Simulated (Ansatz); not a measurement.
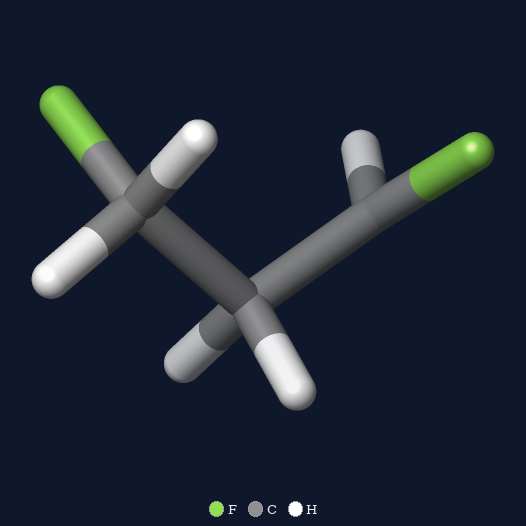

The picture shows a molecular structure as a stick model. Every bond is drawn as one stick, whatever its order.

The species is neutral and a spin doublet. The computed structure is the end point of a PBE0-D4/def2-TZVP optimisation.

What is the molecular formula?

C3H5F2, 10 atoms: 3 carbon, 5 hydrogen and 2 fluorine.

Write the SMILES.

F[CH]CCF

Does it have rings?

It has no ring.

More results for the same structure follow; atom numbers are the same in all pictures, views and colours differ.

**Geometry**

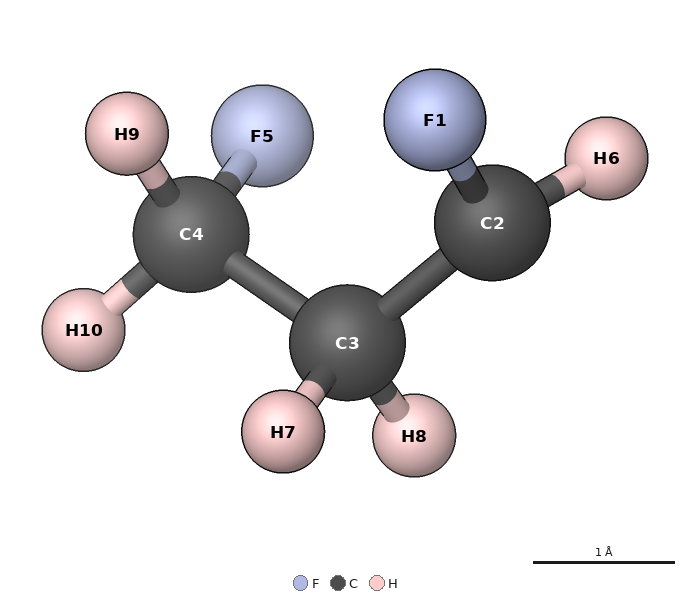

The atoms are numbered.

What is the geometry at C4?

C4 has 4 neighbours (C3 at 1.52, F5 at 1.38, H9 at 1.09, H10 at 1.09 Å); the arrangement is tetrahedral.

How are the neighbours of atom 3 arranged?

C3 has 4 neighbours (C2 at 1.48, C4 at 1.52, H7 at 1.10, H8 at 1.09 Å); the arrangement is tetrahedral.

What is the dihedral angle F1–C2–C3–C4?

67° in size, that is gauche.

**Dipole moment**

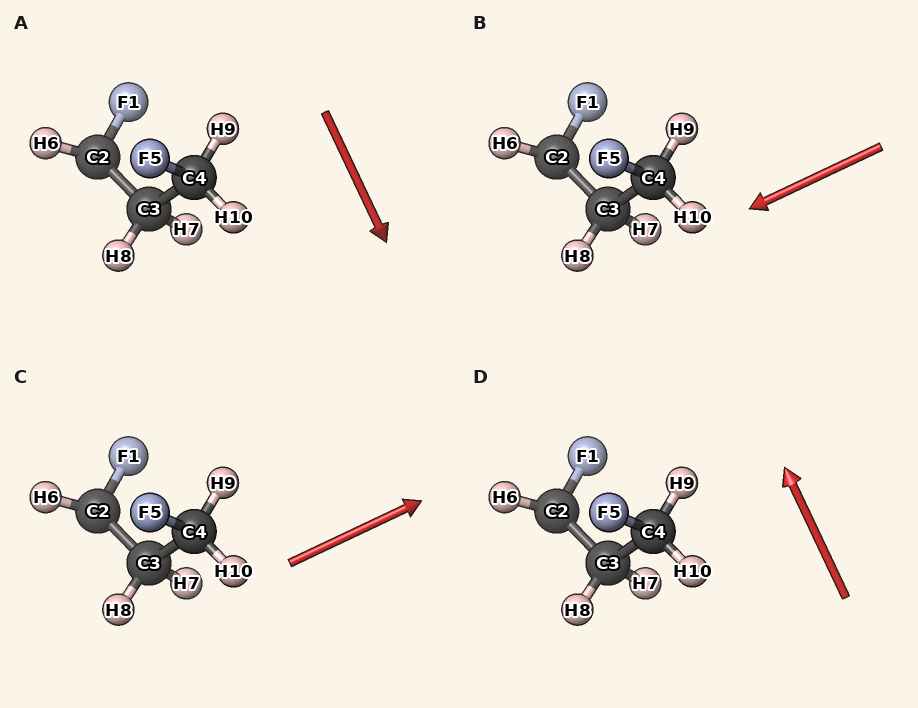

The same molecule four times, each with an arrow. Level of theory: UKS r2SCAN-D4/def2-TZVPP (Ansatz 0.2.0).

Which arrow points along the dipole moment, from the negative to the positive end?

A. The dipole moment is 1.60 D; it points from the side of H6 to the side of H7 (the outermost atoms at the two ends).

**Thermal motion**

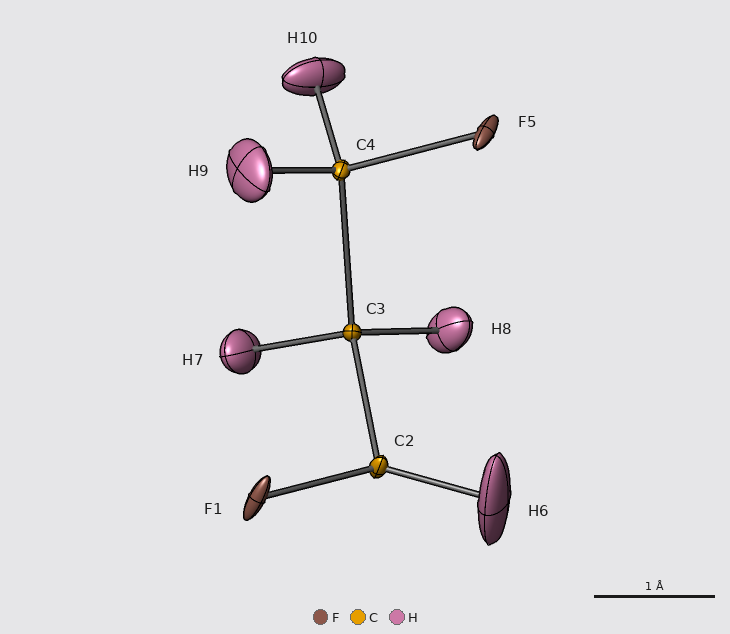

Displacement ellipsoids at the 50 % level, from the internal vibrations of the free molecule (harmonic, no overall translation or rotation; no half-axis is drawn under 0.075 Å). Vibrations computed with UKS PBE0-D4/def2-TZVP (Ansatz 0.2.0). Temperature: 200 K.

List U_eq and the three principal root-mean-square amplitudes for each kind of atom. Atoms whose distances differ by more than 0.02 Å in this geometry are listed apart.

```json
{"atom": "F1", "U_eq (Å²)": "0.0075", "rms amplitudes (Å)": "0.024, 0.041, 0.142"}
{"atom": "C2", "U_eq (Å²)": "0.0041", "rms amplitudes (Å)": "0.037, 0.049, 0.093"}
{"atom": "C3", "U_eq (Å²)": "0.0030", "rms amplitudes (Å)": "0.035, 0.046, 0.075"}
{"atom": "C4", "U_eq (Å²)": "0.0030", "rms amplitudes (Å)": "0.036, 0.053, 0.070"}
{"atom": "F5", "U_eq (Å²)": "0.0061", "rms amplitudes (Å)": "0.023, 0.040, 0.127"}
{"atom": "H6", "U_eq (Å²)": "0.0416", "rms amplitudes (Å)": "0.079, 0.140, 0.314"}
{"atom": "H7", "U_eq (Å²)": "0.0175", "rms amplitudes (Å)": "0.090, 0.120, 0.173"}
{"atom": "H8", "U_eq (Å²)": "0.0164", "rms amplitudes (Å)": "0.092, 0.119, 0.163"}
{"atom": "H9", "U_eq (Å²)": "0.0241", "rms amplitudes (Å)": "0.082, 0.155, 0.204"}
{"atom": "H10", "U_eq (Å²)": "0.0199", "rms amplitudes (Å)": "0.085, 0.117, 0.197"}
```

**Vibrations**

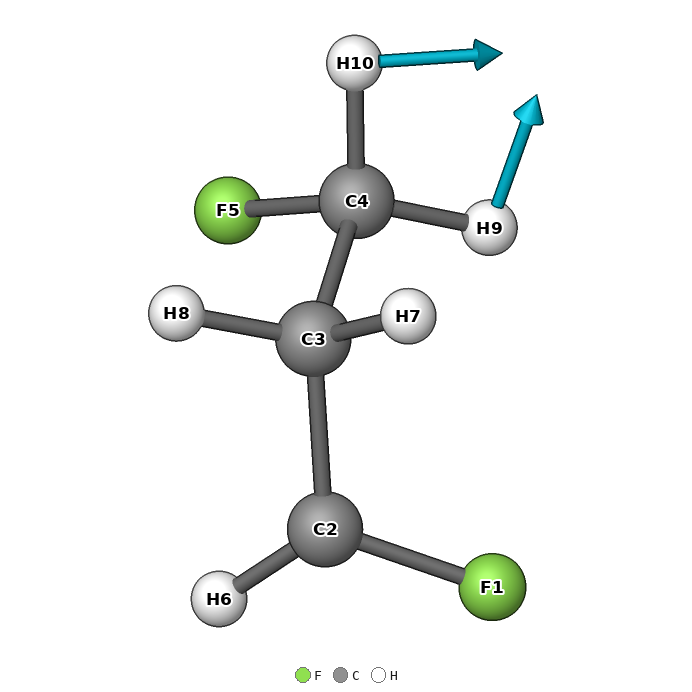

The arrows show one normal mode. Harmonic vibrations computed with UKS PBE0-D4/def2-TZVP (Ansatz 0.2.0) at a stationary point of the same level.

What kind of motion is it?

Mostly H–C–H bending.

Estimate its harmonic wavenumber.

1505 cm⁻¹; it is mode 19 of 24 counted from the lowest.
